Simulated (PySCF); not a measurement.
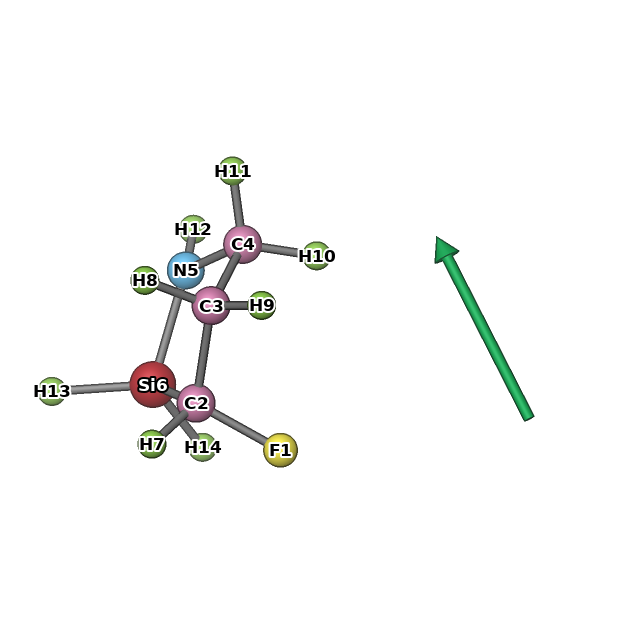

The arrow beside the molecule shows the direction of the dipole moment, from the negative to the positive end (its length means nothing). Computed geometry: GFN2-xTB optimisation. No frequency run is at hand to confirm it as a minimum. Level of theory: PBE0/def2-SVPD, gas phase (PySCF 2.14.0).

**Estimate the dipole moment.**

1.87 D; it points from the side of F1 to the side of H11 (the outermost atoms at the two ends).

The geometry is semi-empirical. Around Si such bond lengths and angles can be off by a tenth of an ångström or more and by several degrees, and values that hang on the shape move with them.
